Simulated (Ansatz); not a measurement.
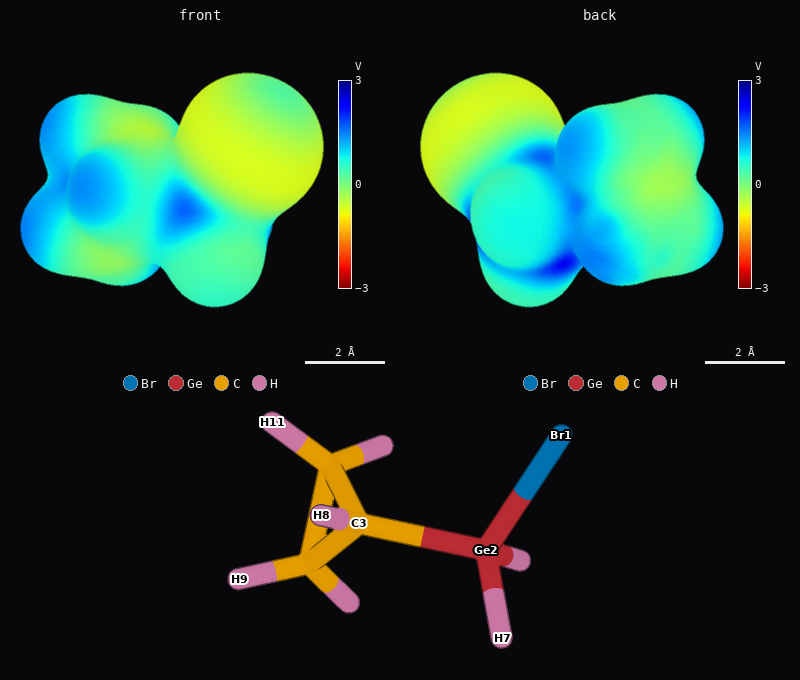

Figure. C$_{3}$H$_{7}$BrGe (SMILES [Br][GeH2][CH]1CC1). The molecular electrostatic potential painted on the density surface at 0.004 e/bohr³, seen from the front and from behind; red is negative and blue positive. The bare structure is drawn below in the same view.

Not at a stationary point (largest force 1.0 eV/Å).

The calculation used Ansatz 0.2.0, SCF r2SCAN0, Gaussian basis.

Input

```
crystal:
  periodic: [false, false, false]
  atoms:
    - { symbol: Br, position_ang: [3.3118, 0.702, -0.0643] }
    - { symbol: Ge, position_ang: [1.4808, -0.7052, 0.2234] }
    - { symbol: C, position_ang: [-0.1118, 0.3743, 0.5608] }
    - { symbol: C, position_ang: [-1.4087, -0.2652, 0.0973] }
    - { symbol: C, position_ang: [-0.7981, 0.8774, -0.6969] }
    - { symbol: H, position_ang: [1.2818, -1.5577, -1.0561] }
    - { symbol: H, position_ang: [1.7307, -1.6416, 1.4328] }
    - { symbol: H, position_ang: [-0.1941, 1.0389, 1.4464] }
    - { symbol: H, position_ang: [-2.3025, 0.025, 0.689] }
    - { symbol: H, position_ang: [-1.3162, -1.2564, -0.3956] }
    - { symbol: H, position_ang: [-1.3301, 1.8446, -0.5759] }
    - { symbol: H, position_ang: [-0.3433, 0.5638, -1.6608] }
basis:
  gaussian:
    orbitals: def2-SVP
hamiltonian:
  xc: r2scan0
output:
  orbitals: {}
  forces: true
```

Where is the surface potential most negative and most positive?

The most negative region (about −0.7 V, or −16 kcal/mol for a unit charge) lies over Br1, the most positive (about +2.0 V, or +46 kcal/mol for a unit charge) over Ge2. Br1 shows a σ-hole: about +0.3 V at the tip opposite its bond, against about −0.7 V, or −16 kcal/mol for a unit charge on its flanks.
